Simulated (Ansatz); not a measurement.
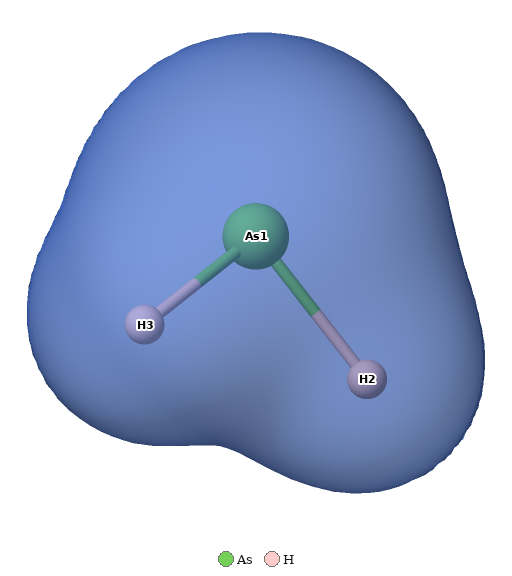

AsH2 (SMILES [AsH2]) (doublet). Isosurface of the total electron density at 0.05 e/Å³ (blue), seen at a tilt.

Geometry: PBE0-D4/def2-TZVP.

Level of theory: UKS PBE0-D4/def2-TZVPP (Ansatz).

### Which contacts does the surface bridge?

At this value the surface is in one piece. It bridges the sampled As–H (1.53 Å) contacts, where the density stays above the isovalue. On the grid the lowest density along these lines, outside the cores, is 0.99 e/Å³ (As–H, 1.53 Å).
